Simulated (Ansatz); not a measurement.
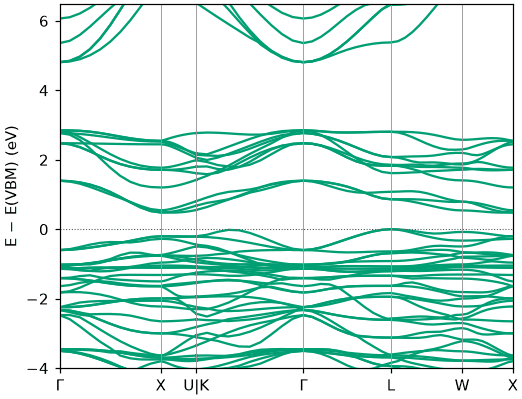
Fig. 1. Band structure from r²SCAN in the plane-wave PAW code Ansatz

Q: Read off the gap and where the band edges lie.

A: About 0.5 eV (0.48 eV by a search for the band edges); maximum at L, minimum on the X–U line, 31 % of the way from X.

Q: Which compound is it?
(A) CdS, zinc blende
(B) La2Pt2O7, Fd-3m (La on 16d, Pt on 16c, O on 48f, O on 8b)
(C) K2NaCuF6, Fm-3m (K on 8c, Na on 4b, Cu on 4a, F on 24e)
(D) Co3S4, Fd-3m (Co on 16d, Co on 8a, S on 32e)

A: D, Co3S4, Fd-3m (Co on 16d, Co on 8a, S on 32e)

The first step of the workflow began from a Materials Project structure, measured or hypothetical; the Crystallography Open Database files this formula in space group No. 227, but the cells were not matched. Whether it is the stable phase at ambient conditions was not checked. Symmetry was held in the r²SCAN relaxation, as lowered by the spin order; its stability against distortions is not shown here. The final state is antiferromagnetic, chosen from 2 collinear starts compared on coarse meshes (ties went to the first, and starts can fall back to one state), not a proven ground state. Other orbital occupations within this spin state were not tried. No Hubbard U is applied.

Potentials: the later of the program's two PAW sets.
